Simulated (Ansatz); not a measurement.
## Electronic structure of C2H8AlNSi (SMILES C=C[NH][AlH][SiH3]) in real space

Input file:

```
crystal:
  periodic: [false, false, false]
  atoms:
    - {symbol: C, position_ang: [-1.565620, 2.267605, 1.271084]}
    - {symbol: C, position_ang: [-1.468351, 1.078639, 0.676014]}
    - {symbol: N, position_ang: [-0.304614, 0.457578, 0.257027]}
    - {symbol: Al, position_ang: [-0.139544, -1.133831, -0.542339]}
    - {symbol: Si, position_ang: [2.134244, -1.845954, -1.113180]}
    - {symbol: H, position_ang: [-0.692015, 2.874590, 1.485115]}
    - {symbol: H, position_ang: [-2.531861, 2.658378, 1.557401]}
    - {symbol: H, position_ang: [-2.369544, 0.501791, 0.479432]}
    - {symbol: H, position_ang: [0.515700, 1.016936, 0.452714]}
    - {symbol: H, position_ang: [-1.493071, -1.916989, -0.796529]}
    - {symbol: H, position_ang: [2.151855, -3.180989, -1.773724]}
    - {symbol: H, position_ang: [2.788254, -0.877614, -2.040314]}
    - {symbol: H, position_ang: [2.994868, -1.934840, 0.101901]}
basis:
  gaussian: {orbitals: def2-TZVPP}
hamiltonian: {xc: pbe0, dispersion: d4}
output: {orbitals: {seedname: orbitals}}
```

Launched as:

```sh
ansatz run in.yaml --threads 4 --pin off --events-out ev --progress --plain --max-ram 10444MiB
```

Geometry: PBE0-D4/def2-TZVP.

These are results of RKS PBE0-D4/def2-TZVPP in Ansatz 0.2.0, not measurements.

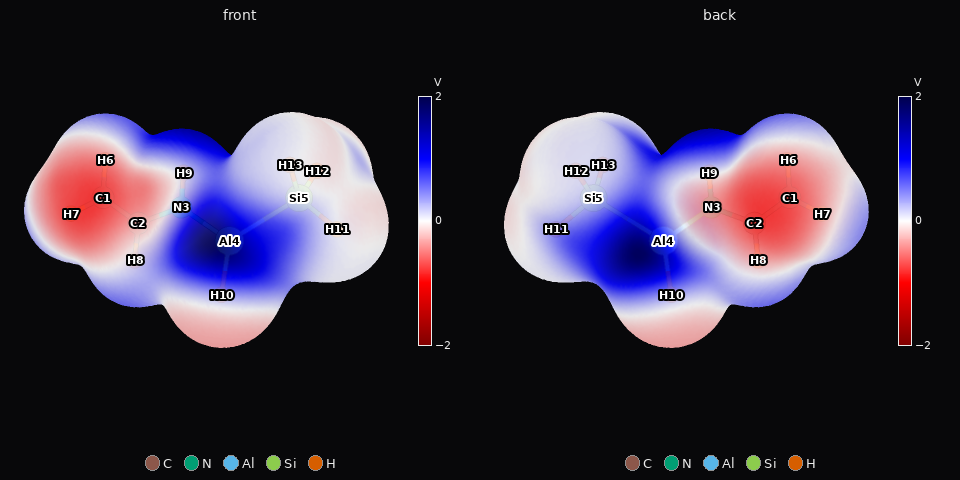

Figure 1. The molecular electrostatic potential painted on the density surface at 0.001 e/bohr³, seen from the front and from behind; the colour scale runs from red (negative) to blue (positive).

Describe the electrostatic potential map.

The most negative region (about −0.8 V, or −18 kcal/mol for a unit charge) lies over the π face of C1 and C2, the most positive (about +1.9 V, or +44 kcal/mol for a unit charge) over Al4.

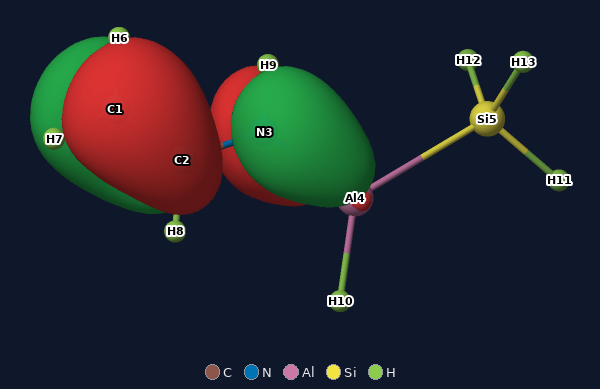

Figure 2. The HOMO at ±0.1 Å⁻³ᐟ² (green and red are the two phases), seen at an oblique angle.

Describe this orbital and give its energy.

It lies mainly on C1 (about 40 %), N3 (about 25 %), C2 (about 20 %) and Al4 (about 10 %). Its energy is −6.21 eV.

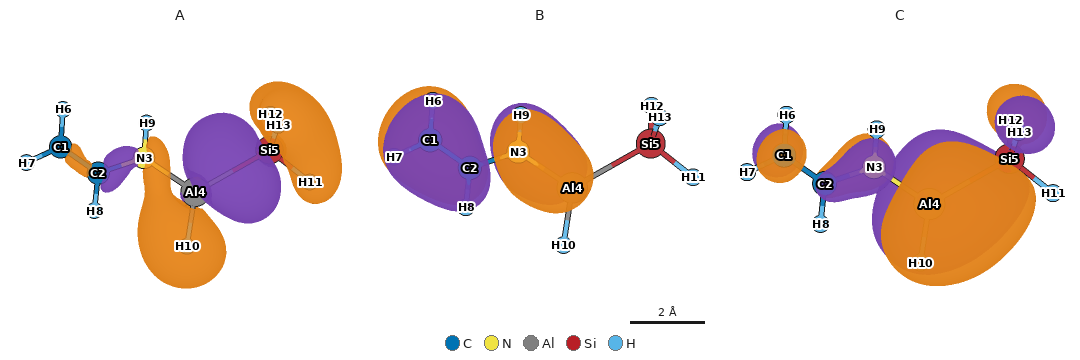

Figure 3. Three frontier orbitals at ±0.06 Å⁻³ᐟ² (orange and purple are the two phases), in no order.

Order the three orbitals by energy and name them.

A is the HOMO−1 (−7.79 eV). Its weight (Hirshfeld) is mainly on Si5 (about 40 %), Al4 (about 30 %) and H10 (about 15 %). B is the HOMO (−6.21 eV). By Hirshfeld shares it lies mainly on C1 (about 40 %), N3 (about 25 %), C2 (about 20 %) and Al4 (about 10 %). C is the LUMO (−1.56 eV). By Hirshfeld shares it lies mainly on Al4 (about 60 %) and Si5 (about 20 %).

What is the HOMO–LUMO gap?

4.65 eV between the orbital energies.
